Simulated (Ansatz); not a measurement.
Nudged elastic band of SnH3ClO

- system: SnH3ClO
- method: RKS PBE0-D4/def2-SVP (Ansatz 0.2.0)

It belongs to a series of runs on one base structure; here: band between the two ends. Figures and captions count atoms from 1; the log counts them from 0 in places.

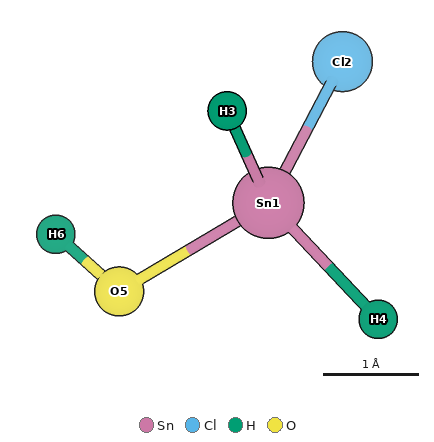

Figure 1. The structure as given in the input (ball-and-stick view, seen at a tilt; atoms are numbered from 1 in the order of the input). Sticks mark near contacts.

## Input
```yaml
crystal:
  periodic: [false, false, false]
  atoms:
    - { symbol: Sn, position_ang: [0.265175, 0.06146, 0.090253] }
    - { symbol: Cl, position_ang: [0.632664, 0.057952, 2.416857] }
    - { symbol: H, position_ang: [1.778853, -0.273954, -0.628661] }
    - { symbol: H, position_ang: [-0.532224, 1.499282, -0.342822] }
    - { symbol: O, position_ang: [-1.042052, -1.367363, -0.295359] }
    - { symbol: H, position_ang: [-0.791315, -2.221978, 0.074532] }
basis:
  gaussian: { orbitals: def2-SVP }
hamiltonian:
  xc: pbe0
  dispersion: d4
neb:
  order_check: false
  images: 7
  f_tol: 0.05
  max_iterations: 60
  final_atoms:
    - { symbol: Sn, position_ang: [-0.27648178, 0.04336054, -0.87641399] }
    - { symbol: Cl, position_ang: [1.62578422, 0.33778992, 1.53135914] }
    - { symbol: H, position_ang: [2.64488776, -0.28878831, 1.05300614] }
    - { symbol: H, position_ang: [-1.0966244, 1.31790793, 0.05622873] }
    - { symbol: O, position_ang: [-1.40781565, -1.39668172, -0.04090767] }
    - { symbol: H, position_ang: [-1.17864915, -2.25818936, -0.40847235] }
  initial_path:
    images:
      - { positions_ang: [[0.265175, 0.06146, 0.090253], [0.632664, 0.057952, 2.416857], [1.778853, -0.273954, -0.628661], [-0.532224, 1.499282, -0.342822], [-1.042052, -1.367363, -0.295359], [-0.791315, -2.221978, 0.074532]] }
      - { positions_ang: [[0.19873175, 0.04610476, 0.06774209], [0.8475549, 0.04530401, 2.34791112], [1.81225903, -0.20191204, -0.39089992], [-0.60540703, 1.47812644, -0.40335122], [-1.00766493, -1.42679562, -0.38784372], [-0.93437272, -2.18542854, 0.08124166]] }
      - { positions_ang: [[0.1322885, 0.03074951, 0.04523118], [1.06244581, 0.03265602, 2.27896524], [1.84566506, -0.12987008, -0.15313883], [-0.67859006, 1.45697089, -0.46388044], [-0.97327786, -1.48622825, -0.48032845], [-1.07743045, -2.14887909, 0.08795131]] }
      - { positions_ang: [[0.06584526, 0.01539427, 0.02272027], [1.27733671, 0.02000802, 2.21001936], [1.87907109, -0.05782811, 0.08462225], [-0.75177309, 1.43581533, -0.52440967], [-0.93889079, -1.54566087, -0.57281317], [-1.22048817, -2.11232963, 0.09466097]] }
      - { positions_ang: [[-0.00059799, 3.902e-05, 0.00020936], [1.49222761, 0.00736003, 2.14107347], [1.91247712, 0.01421385, 0.32238334], [-0.82495611, 1.41465977, -0.58493889], [-0.90450372, -1.6050935, -0.6652979], [-1.36354589, -2.07578018, 0.10137062]] }
      - { positions_ang: [[-0.06956894, 0.0108694, -0.21894648], [1.52561676, 0.0899675, 1.98864489], [2.09557978, -0.06153669, 0.50503904], [-0.89287319, 1.39047181, -0.42464698], [-1.03033171, -1.55299055, -0.50920034], [-1.31732171, -2.12138247, -0.02609012]] }
      - { positions_ang: [[-0.13853988, 0.02169978, -0.43810232], [1.55900591, 0.17257498, 1.83621631], [2.27868244, -0.13728723, 0.68769474], [-0.96079026, 1.36628385, -0.26435508], [-1.15615969, -1.50088761, -0.35310279], [-1.27109752, -2.16698477, -0.15355086]] }
      - { positions_ang: [[-0.20751083, 0.03253016, -0.65725816], [1.59239507, 0.25518245, 1.68378772], [2.4617851, -0.21303777, 0.87035044], [-1.02870733, 1.34209589, -0.10406317], [-1.28198767, -1.44878467, -0.19700523], [-1.22487333, -2.21258707, -0.28101161]] }
      - { positions_ang: [[-0.27648178, 0.04336054, -0.87641399], [1.62578422, 0.33778992, 1.53135914], [2.64488776, -0.28878831, 1.05300614], [-1.0966244, 1.31790793, 0.05622873], [-1.40781565, -1.39668172, -0.04090767], [-1.17864915, -2.25818936, -0.40847235]] }
```

Command:
```bash
ansatz run input.yaml --threads 2 --pin off --max-ram 3072MiB --backend cpu --events-out ev --progress --plain --runs-dir out
```

## Log
```
Engine: ansatz 0.2.0, aarch64-unknown-linux-gnu
Functional definition: PBE0
  parameter a = 0.25
  parameter kappa = 0.804
  parameter beta = 0.06672455060314922
  exchange = (1 - a)*pbe_x(kappa = kappa, mu = beta*pi^2/3) + a*exact_x
  correlation = pbe_c(beta = beta)
841 factors; integrals over basis functions are off by at most 3.3e-4 eV
mean field evaluation 1: about -20434.4027 eV, gradient 5.0e1 eV
mean field evaluation 2: about -20413.0781 eV, gradient 1.1e2 eV
mean field evaluation 4: about -20439.0887 eV, gradient 5.0e0 eV
mean field evaluation 8: about -20439.1540 eV, gradient 2.9e-2 eV
mean field -20439.15399214 eV, -751.1250550550 hartree, gradient 5.1e-5 eV, S^2 0.000000; 0 other end points of the search recorded, 0 dependent functions left out
the calculation of the forces begins
reference -20439.15401912 eV, -751.1250560466 hartree; 25, 25 occupied and 48, 48 virtual orbitals, 841 factors
844 factors; integrals over basis functions are off by at most 9.3e-4 eV
mean field evaluation 16: about -20372.8808 eV, gradient 1.5e2 eV
mean field -20438.15272563 eV, -751.0882591895 hartree, gradient 3.9e-5 eV, S^2 0.000000; 0 other end points of the search recorded, 0 dependent functions left out
[... from here on the field's lines of each further geometry are left out, up to the last ...]
NEB iter   1: max|band force component| = 3.462e1 eV/Å  barrier→ = 5.9649 eV  barrier← = 4.9655 eV  Δτ_max = 0.1966 Å  (226 SCF iters)
NEB iter   2: max|band force component| = 4.670e0 eV/Å  barrier→ = 2.2411 eV  barrier← = 1.2417 eV  Δτ_max = 0.1937 Å  (221 SCF iters)
NEB iter   3: max|band force component| = 1.646e0 eV/Å  barrier→ = 2.1134 eV  barrier← = 1.1140 eV  Δτ_max = 0.2000 Å  (217 SCF iters)
NEB iter   4: max|band force component| = 2.611e0 eV/Å  barrier→ = 1.9185 eV  barrier← = 0.9191 eV  Δτ_max = 0.0993 Å  (216 SCF iters)
NEB iter   5: max|band force component| = 8.520e-1 eV/Å  barrier→ = 1.7289 eV  barrier← = 0.7295 eV  Δτ_max = 0.1956 Å  (204 SCF iters)
NEB iter   6: max|band force component| = 1.870e0 eV/Å  barrier→ = 1.7488 eV  barrier← = 0.7494 eV  Δτ_max = 0.1001 Å  (214 SCF iters)
NEB iter   7: max|band force component| = 1.632e0 eV/Å  barrier→ = 1.8020 eV  barrier← = 0.8026 eV  Δτ_max = 0.0882 Å  (200 SCF iters)
NEB iter   8: max|band force component| = 7.469e-1 eV/Å  barrier→ = 1.7497 eV  barrier← = 0.7503 eV  Δτ_max = 0.0618 Å  (203 SCF iters)
NEB iter   9: max|band force component| = 9.179e-1 eV/Å  barrier→ = 1.7215 eV  barrier← = 0.7221 eV  CI = image 4  Δτ_max = 0.1020 Å  (204 SCF iters)
NEB iter  10: max|band force component| = 6.886e-1 eV/Å  barrier→ = 1.8707 eV  barrier← = 0.8713 eV  CI = image 4  Δτ_max = 0.0720 Å  (206 SCF iters)
NEB iter  11: max|band force component| = 3.637e-1 eV/Å  barrier→ = 1.8464 eV  barrier← = 0.8470 eV  CI = image 4  Δτ_max = 0.0353 Å  (208 SCF iters)
NEB iter  12: max|band force component| = 1.281e-1 eV/Å  barrier→ = 1.8465 eV  barrier← = 0.8471 eV  CI = image 4  Δτ_max = 0.0232 Å  (205 SCF iters)
the calculation of the forces begins
reference -20438.12720879 eV, -751.0873214628 hartree; 25, 25 occupied and 48, 48 virtual orbitals, 844 factors
843 factors; integrals over basis functions are off by at most 1.3e-3 eV
mean field -20437.31032348 eV, -751.0573014814 hartree, gradient 1.7e-5 eV, S^2 0.000000; 1 other end points of the search recorded, 0 dependent functions left out
the calculation of the forces begins
reference -20437.31034899 eV, -751.0573024188 hartree; 25, 25 occupied and 48, 48 virtual orbitals, 843 factors
NEB iter  13: max|band force component| = 3.961e-2 eV/Å  barrier→ = 1.8456 eV  barrier← = 0.8462 eV  CI = image 4  Δτ_max = 0.0000 Å  (379 SCF iters)
```

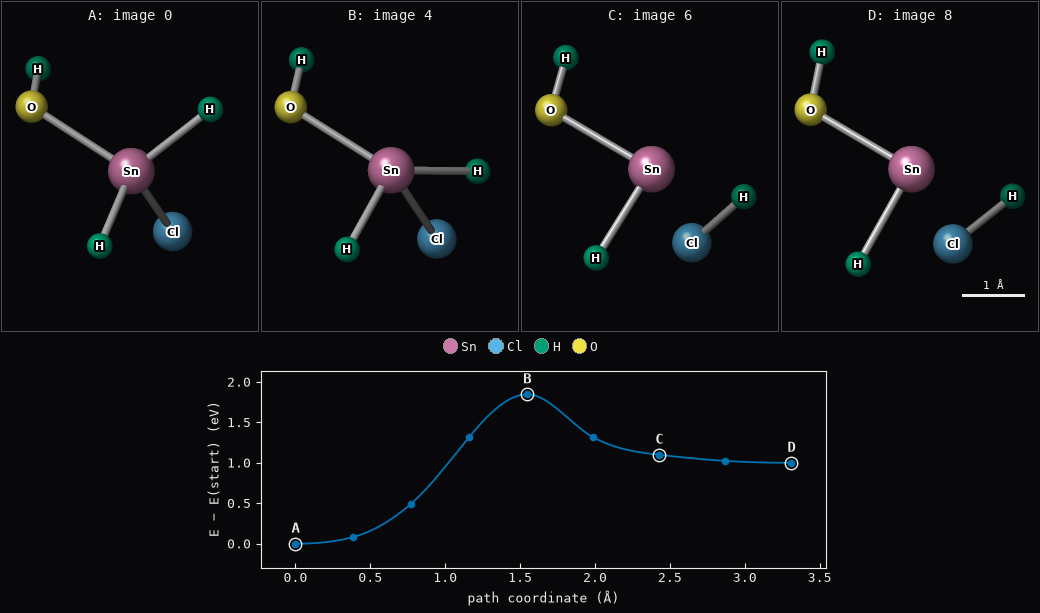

Figure 2. Images of the last band (counted from 0; ball-and-stick, seen at a tilt) above the energy along the path; the line is a cubic interpolation that uses the forces. The highest image is number 4, 1.846 eV above the start and 0.846 eV above the end (the climbing image); the end lies 0.999 eV above the start. The path is 3.31 Å long. The band converged in 13 iterations.

```
Total energy: -20437.40617536 eV, -751.0608239731 hartree
Atom 0 at     0.197382     0.008109    -0.366526 Å, force     0.003233    -0.003313     0.019824 eV/Å
Atom 1 at     1.263241     0.131661     2.076551 Å, force     0.004849     0.010097     0.000028 eV/Å
Atom 2 at     1.781627    -0.235664     0.429718 Å, force    -0.010282    -0.002444    -0.007714 eV/Å
Atom 3 at    -0.767430     1.429495    -0.475950 Å, force     0.004539    -0.005645    -0.000161 eV/Å
Atom 4 at    -1.249051    -1.341067    -0.235696 Å, force    -0.015155     0.028884    -0.009389 eV/Å
Atom 5 at    -0.914667    -2.237135    -0.113297 Å, force     0.012817    -0.027578    -0.002589 eV/Å
Dipole moment:     0.178267    -0.116106    -0.554868 e Å
this run last wrote the band of iteration 13 to [file]
```

## The last band as extended XYZ (Å, eV, eV/Å)
```
6
Properties=species:S:1:pos:R:3:forces:R:3 image=0 energy=-20439.25173
Sn    0.2652    0.0615    0.0903    0.0010   0.0063   0.0032
Cl    0.6327    0.0580    2.4169    0.0022   0.0028  -0.0016
H     1.7789   -0.2740   -0.6287   -0.0008  -0.0024   0.0024
H    -0.5322    1.4993   -0.3428    0.0036  -0.0010   0.0026
O    -1.0421   -1.3674   -0.2954   -0.0140  -0.0118  -0.0060
H    -0.7913   -2.2220    0.0745    0.0080   0.0060  -0.0007
6
Properties=species:S:1:pos:R:3:forces:R:3 image=1 energy=-20439.16895
Sn    0.2416    0.0572    0.1028    0.0467  -0.0037   0.1119
Cl    0.8260    0.1552    2.3843   -0.2587   0.0231   0.1756
H     1.8165   -0.3129   -0.4257   -0.0542  -0.0373  -0.4074
H    -0.6302    1.4349   -0.3838    0.1335   0.0243   0.0408
O    -1.1143   -1.3358   -0.2582    0.0776  -0.0119   0.0236
H    -0.8285   -2.2432   -0.1047    0.0550   0.0055   0.0555
6
Properties=species:S:1:pos:R:3:forces:R:3 image=2 energy=-20438.75516
Sn    0.2121    0.0563    0.0178    0.0657   0.0391   0.7172
Cl    1.0011    0.1543    2.2693   -0.6371   0.1369   0.4794
H     1.8557   -0.2968   -0.1404    0.0781  -0.1642  -1.2098
H    -0.7129    1.4171   -0.4293    0.2383  -0.0402  -0.0207
O    -1.1688   -1.3336   -0.2702    0.2114   0.0146  -0.0245
H    -0.8760   -2.2420   -0.1325    0.0437   0.0138   0.0584
6
Properties=species:S:1:pos:R:3:forces:R:3 image=3 energy=-20437.93303
Sn    0.2012    0.0398   -0.1535    0.0822   0.1052   1.2371
Cl    1.1376    0.1436    2.1618   -0.8006   0.2104   0.5004
H     1.8373   -0.2711    0.1531    0.2837  -0.2658  -1.5530
H    -0.7514    1.4236   -0.4562    0.2146  -0.0628  -0.1184
O    -1.2143   -1.3393   -0.2603    0.1885   0.0442  -0.1135
H    -0.8993   -2.2411   -0.1301    0.0316  -0.0311   0.0474
6
Properties=species:S:1:pos:R:3:forces:R:3 image=4 energy=-20437.40615
Sn    0.1974    0.0081   -0.3665    0.0032  -0.0033   0.0198
Cl    1.2632    0.1317    2.0766    0.0048   0.0101   0.0000
H     1.7816   -0.2357    0.4297   -0.0103  -0.0024  -0.0077
H    -0.7674    1.4295   -0.4759    0.0045  -0.0056  -0.0002
O    -1.2491   -1.3411   -0.2357   -0.0152   0.0289  -0.0094
H    -0.9147   -2.2371   -0.1133    0.0128  -0.0276  -0.0026
6
Properties=species:S:1:pos:R:3:forces:R:3 image=5 energy=-20437.93612
Sn    0.1173   -0.0083   -0.6193   -0.1630  -0.0676  -0.6873
Cl    1.4596    0.0935    1.9498    0.3522  -0.0675  -0.2048
H     1.8279   -0.1913    0.6687    0.1264   0.0903   0.7985
H    -0.8638    1.4305   -0.4058   -0.1662   0.0018   0.0690
O    -1.2988   -1.3384   -0.1567   -0.1002   0.0018   0.0976
H    -0.9312   -2.2305   -0.1220   -0.0492   0.0413  -0.0729
6
Properties=species:S:1:pos:R:3:forces:R:3 image=6 energy=-20438.15336
Sn   -0.0398    0.0197   -0.7683   -0.0517  -0.0028  -0.0839
Cl    1.5879    0.1107    1.8788    0.0140   0.0314   0.0055
H     2.1485   -0.2094    0.7569    0.1535  -0.0170   0.0881
H    -1.0356    1.3976   -0.2686   -0.0498  -0.0171   0.0107
O    -1.3485   -1.3355   -0.0811   -0.0177  -0.0122   0.0105
H    -1.0014   -2.2277   -0.2030   -0.0482   0.0177  -0.0309
6
Properties=species:S:1:pos:R:3:forces:R:3 image=7 energy=-20438.22817
Sn   -0.1669    0.0423   -0.8273   -0.0204  -0.0078  -0.0219
Cl    1.5765    0.1655    1.7170   -0.0161   0.0241  -0.0363
H     2.4773   -0.2262    0.8842    0.0860  -0.0090   0.0546
H    -1.1168    1.3671   -0.1221   -0.0144   0.0038   0.0172
O    -1.3852   -1.3554   -0.0511   -0.0018  -0.0314   0.0007
H    -1.0738   -2.2379   -0.2860   -0.0334   0.0202  -0.0143
6
Properties=species:S:1:pos:R:3:forces:R:3 image=8 energy=-20438.25233
Sn   -0.2765    0.0434   -0.8764    0.0011   0.0014   0.0012
Cl    1.6258    0.3378    1.5314   -0.0021   0.0017  -0.0016
H     2.6449   -0.2888    1.0530   -0.0003  -0.0021  -0.0004
H    -1.0966    1.3179    0.0562    0.0002   0.0001   0.0007
O    -1.4078   -1.3967   -0.0409    0.0005   0.0022   0.0001
H    -1.1786   -2.2582   -0.4085    0.0006  -0.0033   0.0000
```

## Summary

| quantity | value |
| --- | --- |
| outcome | converged |
| barrier, forward | 1.846 eV |
| barrier, backward | 0.846 eV |
| hardware | 2 threads of Arm Neoverse V1, 24 GiB of memory available, shared host |
| wall time | 2.6 min (CPU time 4.9 min) |
| peak memory | 0.15 GiB |

The order of the saddle point was not checked.
